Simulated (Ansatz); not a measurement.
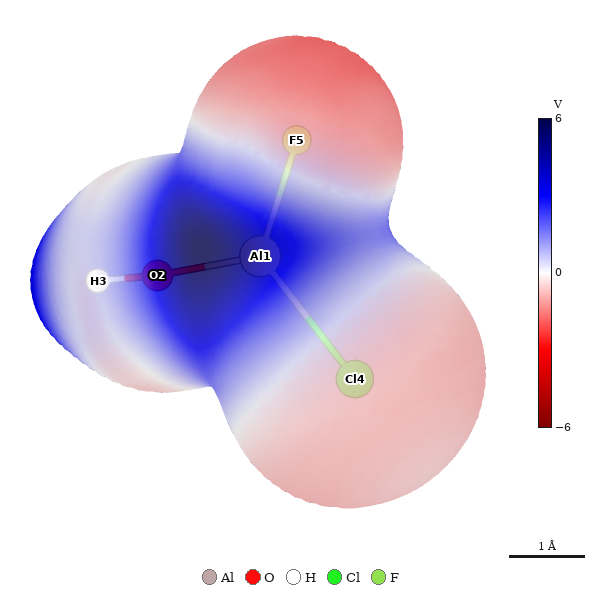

Figure 1: AlClFHO. The electrostatic potential painted on the density surface at 0.004 e/bohr³, seen at a tilt; the colour scale runs from red (negative) to blue (positive).

These are results of RKS r2SCAN-D4/6-31G (Ansatz), not measurements.

```xyz
5

Al   -0.0965   -0.0333   -0.0618
O    -0.3095   -0.1208    1.5762
H    -0.5082   -0.1719    2.5028
Cl    1.8791    0.0441   -0.9442
F    -1.4067    0.0005   -1.1358
```

Which sites attract a positive test charge, and which a negative one?

A positive charge is drawn to the negative regions and a negative charge to the positive ones. The most negative region (about −1.8 V) lies over F5, the most positive (about +5.8 V) over Al1.
